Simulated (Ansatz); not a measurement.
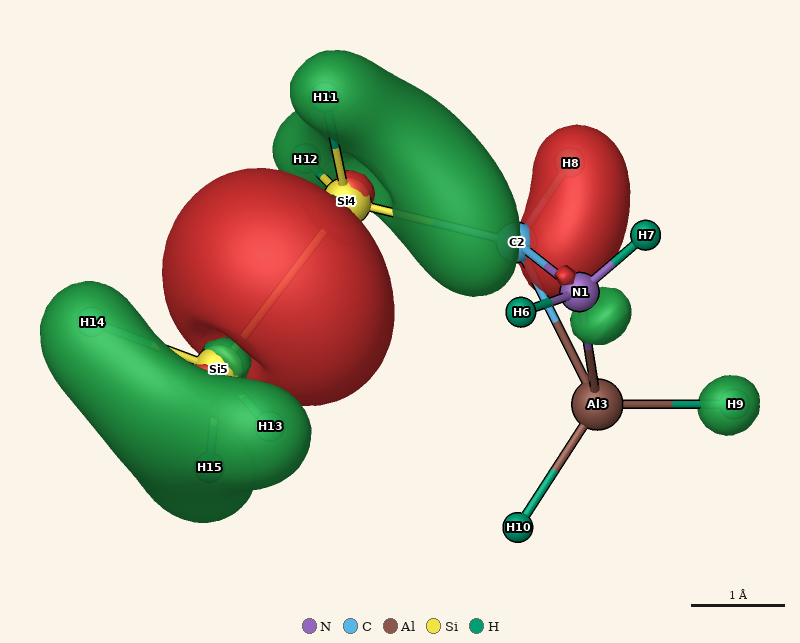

*CH10AlNSi2. The HOMO−1 at ±0.1 Å⁻³ᐟ² (green and red are the two phases), seen across its widest extent.*

The calculation used Ansatz, RHF/cc-pVDZ.

Input

```
crystal:
  periodic: [false, false, false]
  atoms:
    - { symbol: "N", position_ang: [-0.0172, 0.6049, 1.7634] }
    - { symbol: C, position_ang: [-0.9919, 0.1605, 0.7284] }
    - { symbol: Al, position_ang: [-1.4092, 1.5587, -0.6818] }
    - { symbol: Si, position_ang: [-0.2295, -1.3774, -0.0752] }
    - { symbol: Si, position_ang: [1.7168, -1.0375, -0.9867] }
    - { symbol: H, position_ang: [0.8571, 0.05791, 1.65057] }
    - { symbol: H, position_ang: [-0.41533, 0.23292, 2.70474] }
    - { symbol: H, position_ang: [-1.9153, -0.0879, 1.2011] }
    - { symbol: H, position_ang: [-2.2514, 2.83, -0.18] }
    - { symbol: H, position_ang: [-0.2047, 1.9154, -1.6704] }
    - { symbol: H, position_ang: [-0.1948, -2.4378, 0.9715] }
    - { symbol: H, position_ang: [-1.2084, -1.8391, -1.1025] }
    - { symbol: H, position_ang: [2.5917, -0.5487, 0.0628] }
    - { symbol: H, position_ang: [2.1892, -2.2692, -1.5411] }
    - { symbol: H, position_ang: [1.6111, -0.0173, -2.0105] }
basis:
  gaussian: { orbitals: cc-pVDZ }
hamiltonian:
  xc: hf
relax:
  f_tol: 0.015
  max_steps: 40
output:
  orbitals: {}
```

Launched as:

```sh
ansatz run input.yaml --threads 2 --pin off --max-ram 3072MiB --backend cpu --events-out ev --progress --plain --runs-dir out
```

The fields are those of the relaxed geometry.

Q: What is the character of this orbital?

A: Its weight (Hirshfeld) is mainly on Si5 (about 35 %), Si4 (about 35 %) and C2 (about 10 %). Its energy is −10.63 eV.
